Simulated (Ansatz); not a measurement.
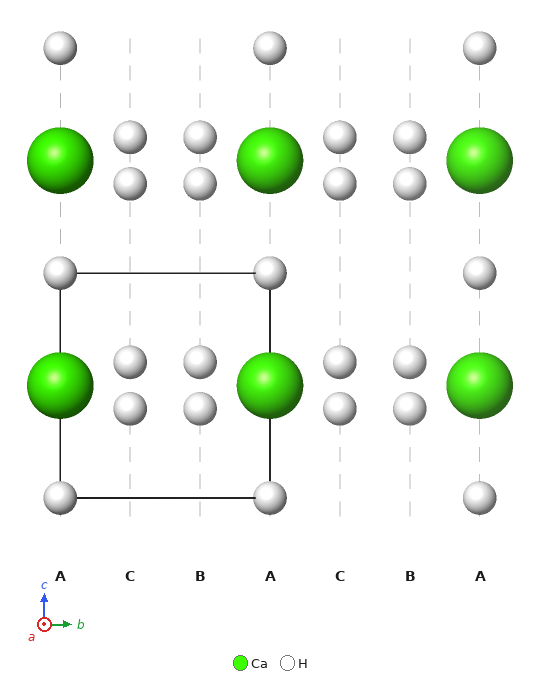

The picture looks along a close-packed row of the hexagonal mesh; c points upwards. The dashed lines mark the three columns A (0, 0), B (1/3, 2/3) and C (2/3, 1/3). The sequence starts with the first layer at or above the cell's origin.

CaH₅ (space group P6/mmm, No. 191). Coordinates: the geometry relaxed with DFT PBE, scalar-relativistic, plane waves, PAW in Ansatz; the starting structure was generated, so it need not be a known form of this composition.

### Give the sequence of layers in one repeat, with element and column.

H(A) – H(B)+H(C) – Ca(A) – H(B)+H(C) (four layers in 4.03 Å).

Heights of the layers:

| layer | atoms (column) | height (Å) | to next (Å) |
| --- | --- | --- | --- |
| 1 | H(A) | 0.00 | 1.60 |
| 2 | H(B)+H(C) | 1.60 | 0.42 |
| 3 | Ca(A) | 2.02 | 0.42 |
| 4 | H(B)+H(C) | 2.43 | 1.60 |
